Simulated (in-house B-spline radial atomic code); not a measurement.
Ge³⁺ (Z = 32, 29 electrons); electrons: [Ar] 3d10 4s1 (high spin). It is put inside a hard spherical wall of varying radius. Level of theory: non-relativistic PBE0, spin-polarised, spherical fractional occupations, point nucleus, hard spherical wall, basis-set limit. Computed with an in-house B-spline radial code. Wanted, and plotted below: the outer orbital energies (spin up), on a scale that is linear within ±10 eV and logarithmic beyond.

The levels rise as the wall closes in: 4s↑ goes from −41.6 eV at 8.05 bohr to 255.0 eV at 1.24 bohr and passes zero between 2.26 and 1.79 bohr. No two of the levels drawn cross. The fastest to rise is 4s↑ (by 296.5 eV), the slowest 3s↑ (by 72.0 eV): the wall presses hardest on the most extended orbitals.

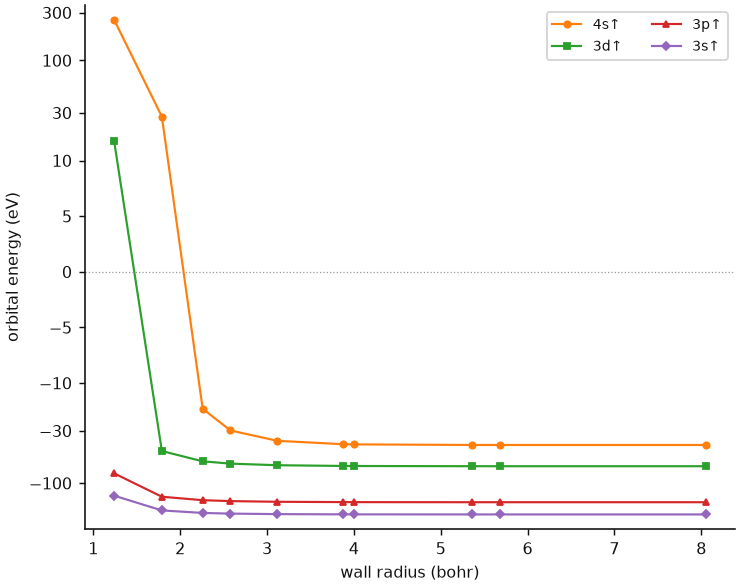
